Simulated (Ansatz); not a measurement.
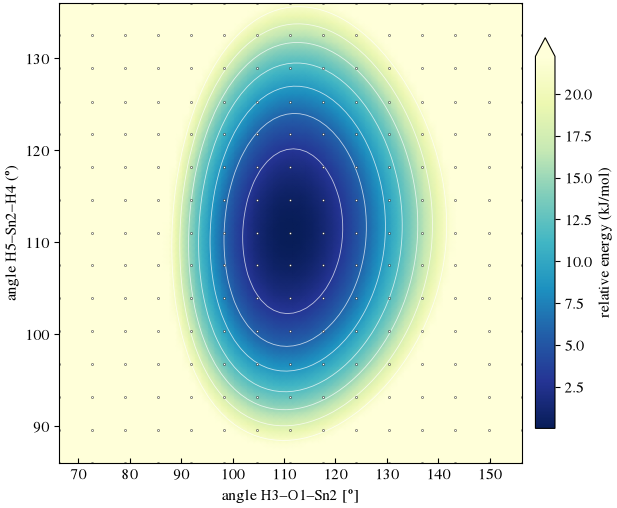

H₃OSn, SMILES [OH][SnH2], spin multiplicity 2. First axis: angle H3–O1–Sn2. Second axis: angle H5–Sn2–H4. Nothing is relaxed (all other coordinates rigid). The grid has 15 × 15 points. Points are written as (first, second). Energies are in kJ/mol, from the lowest grid point. Level of theory: UKS PBE-D4/def2-TZVP in Ansatz.

Drawn: a smooth colour map with a few white contour lines, dots at the grid points, one colour for all values above the top of the scale. Between grid points the surface is interpolated.

**Estimate the position of the minimum and the force constants in these coordinates.**

The interpolated minimum is at angle H3–O1–Sn2 ≈ 111.2°, angle H5–Sn2–H4 ≈ 111.0°. The curvatures there are about 2.2 eV/rad² and 2.5 eV/rad², with a cross term of about −0.1 eV/rad². Round the minimum the two coordinates are weakly coupled (coupling −0.06 in units of the two stiffnesses). (1 eV is 96.5 kJ/mol.)
